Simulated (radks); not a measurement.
# Atomic calculation, with input and output: Sm⁺

The samarium ion Sm⁺ in the configuration [Kr] 4d10 4f6 5s2 5p5 5d1 6s1. Computed at this level: scalar-relativistic Kohn-Sham, OLYP, spin-unpolarised, spherical densities, point nucleus (the in-house radial solver radks).

**Summary**

- outcome: converged
- total energy: −10430.0053 hartree
- kinetic energy: 11149.7436 hartree
- electron–nucleus energy: −25372.0861 hartree
- Hartree energy: 4031.3181 hartree
- exchange–correlation energy: −238.980874 hartree
- radius at density 0.001 e/bohr³: 4.66 bohr
- SCF iterations: 14
- hardware: 1 thread of Intel Xeon @ 2.50GHz, 149 GiB of memory available, shared host

**Input file**
```
Z 62
configuration [Kr] 4d10 4f6 5s2 5p5 6s1 5d1 6p0 7s0 5f0 6d0
relativity scalar-relativistic
functional optx,lyp
spin unpolarised
nucleus point
c 137.035999084
```

Energies in input and log are in hartree, lengths in bohr.

Launched within a batch (the task file carries these settings):
```bash
python <driver script> task.json out
```

**Log**
```
1s      1   2.0000       -1715.65689211
2s      1   2.0000        -280.82095980
2p      1   6.0000        -250.56333395
3s      1   2.0000         -61.80107467
3p      1   6.0000         -52.34304867
3d      1  10.0000         -39.56013525
4s      1   2.0000         -12.53986112
4p      1   6.0000          -9.43154508
4d      1  10.0000          -5.07349692
4f      1   6.0000          -0.41579638
5s      1   2.0000          -1.90492155
5p      1   5.0000          -1.15550314
6s      1   1.0000          -0.31613659
5d      1   1.0000          -0.29808152
6p      1   0.0000          -0.19911665
7s      1   0.0000          -0.11302511
5f      1   0.0000          -0.04989519
6d      1   0.0000          -0.08949803
Etot -10430.005290851821
Ekin 11149.743586248314
Encl -25372.086081143163
Eh 4031.318078453825
Exc -238.98087441079736
err 5.995012479158976e-09
it 14
```

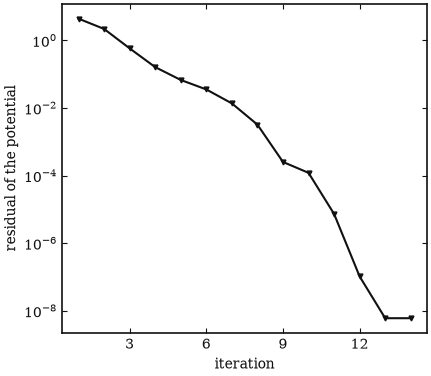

**Figure 1.** Convergence: residual of the potential against the iteration. The residual falls almost steadily, with no more than small rises or pauses. It goes from 4.4 to 6.0×10⁻⁹ in 14 steps.

**Orbitals**

| orbital | occupation | energy (eV) | ⟨r⟩ (bohr) | outer maximum (bohr) |
| --- | --- | --- | --- | --- |
| 1s | 2 | −46685.4 | 0.02274 | 0.0145 |
| 2s | 2 | −7641.5 | 0.09700 | 0.0821 |
| 2p | 6 | −6818.2 | 0.08547 | 0.0664 |
| 3s | 2 | −1681.7 | 0.2549 | 0.234 |
| 3p | 6 | −1424.3 | 0.2532 | 0.229 |
| 3d | 10 | −1076.5 | 0.2308 | 0.188 |
| 4s | 2 | −341.227 | 0.5790 | 0.539 |
| 4p | 6 | −256.645 | 0.6130 | 0.563 |
| 4d | 10 | −138.057 | 0.6700 | 0.587 |
| 5s | 2 | −51.836 | 1.399 | 1.26 |
| 5p | 5 | −31.443 | 1.630 | 1.42 |
| 4f | 6 | −11.314 | 0.9689 | 0.612 |
| 6s | 1 | −8.603 | 3.841 | 3.34 |
| 5d | 1 | −8.111 | 2.622 | 1.99 |
| 6p | 0 | −5.418 | 5.043 | 4.29 |

**Slater integrals of the outer shells (hartree)**

```csv
integral,value
"F0(5d,5d)",0.3471
"F2(5d,5d)",0.1759
"F4(5d,5d)",0.1144
"F0(5d,6s)",0.2686
"G2(5d,6s)",0.0834
"F0(5d,4f)",0.4485
"F2(5d,4f)",0.1146
"F4(5d,4f)",0.0574
"G1(5d,4f)",0.0646
"G3(5d,4f)",0.0484
"G5(5d,4f)",0.0360
"F0(5d,5p)",0.4153
"F2(5d,5p)",0.1908
"G1(5d,5p)",0.2172
"G3(5d,5p)",0.1332
"F0(5d,6p)",0.2163
"F2(5d,6p)",0.0766
"G1(5d,6p)",0.0483
"G3(5d,6p)",0.0354
"F0(6s,6s)",0.2346
```

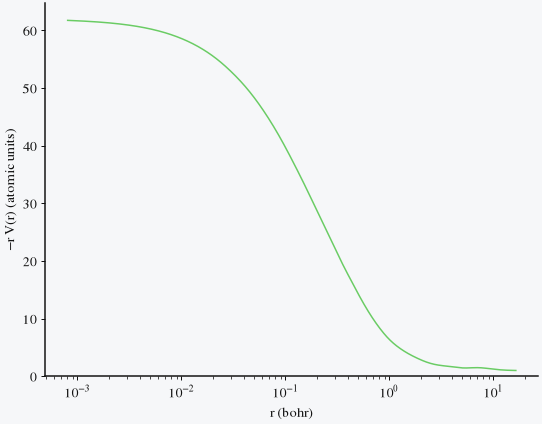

**Figure 2.** The screened charge −r V(r) of the Kohn-Sham potential. Close to the nucleus it reaches 61.8, near the nuclear charge 62. It falls through 31.5, midway between the nuclear and the ionic charge, at r = 0.17 bohr, and stands at 1.02 at the end of the plot (r = 16 bohr); the net charge is +1. The exact potential would level off one unit above the net charge.

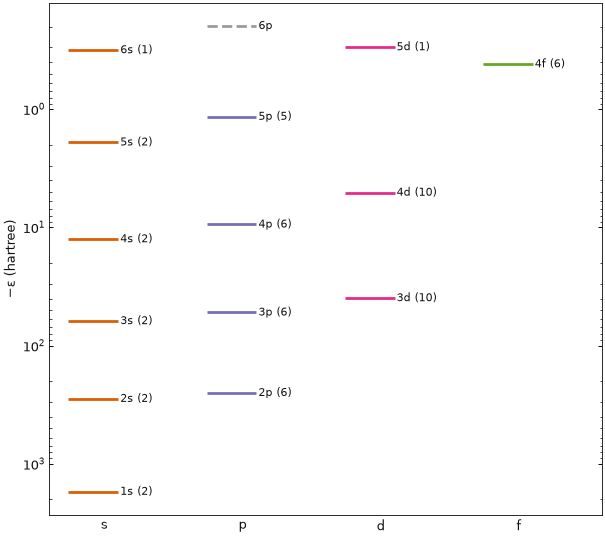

**Figure 3.** The occupied levels and a few empty ones, on a logarithmic scale of binding energy, are drawn by angular momentum (occupations in brackets, empty levels dashed). The highest occupied level is 5d at −0.298 hartree. The highest 6 occupied levels, from the top down, are 5d (−0.298 hartree), 6s (−0.316 hartree), 4f (−0.416 hartree), 5p (−1.16 hartree), 5s (−1.90 hartree), 4d (−5.07 hartree). The lowest empty level drawn is 6p at −0.199 hartree.

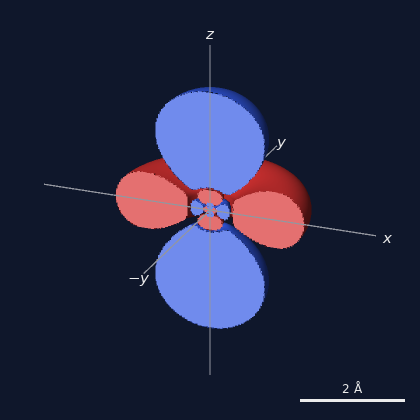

**Figure 4.** The 5d(z²) orbital. The radial function comes from the spherical calculation and is multiplied by a real spherical harmonic; the overall sign is chosen so that the largest lobe of P(r) is positive; at the scalar-relativistic level it is the large component. The surface of constant |ψ| that holds about 85 % of the electron is drawn, blue where ψ is positive and red where it is negative, with the half in front of the xz plane cut away and the cut face painted. It has two nodal cones about z and 2 radial nodes, at r = 0.270 and 0.833 bohr. The outermost maximum of P² lies at 1.99 bohr, ⟨r⟩ = 2.62 bohr, 90 % of the charge lies within 4.13 bohr, and the eigenvalue is −8.11 eV, with 1 electron in the shell.

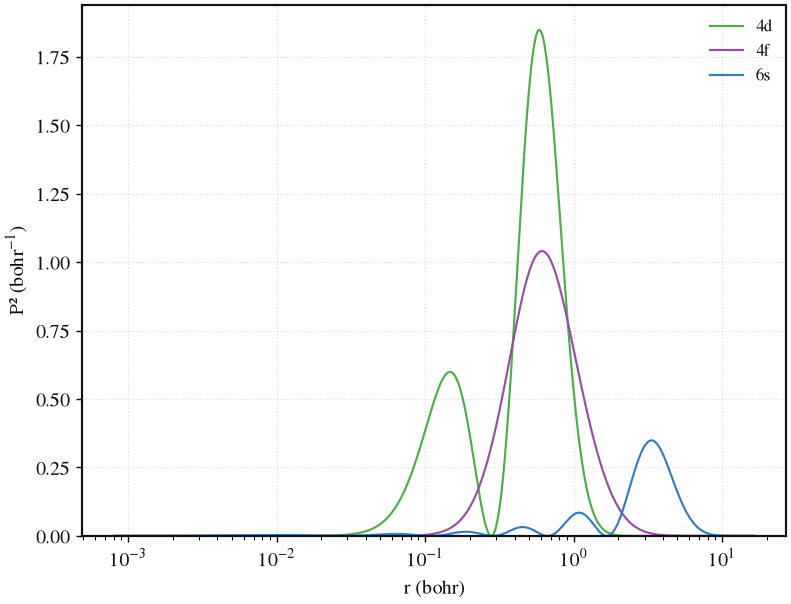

**Figure 5.** The radial probability densities P² of 4f, 6s and 4d. 4d: outer maximum at 0.587 bohr, ⟨r⟩ = 0.670 bohr, 1 node, eigenvalue −138.1 eV; 4f: outer maximum at 0.612 bohr, ⟨r⟩ = 0.969 bohr, 0 nodes, eigenvalue −11.3 eV; 6s: outer maximum at 3.34 bohr, ⟨r⟩ = 3.84 bohr, 5 nodes, eigenvalue −8.60 eV.
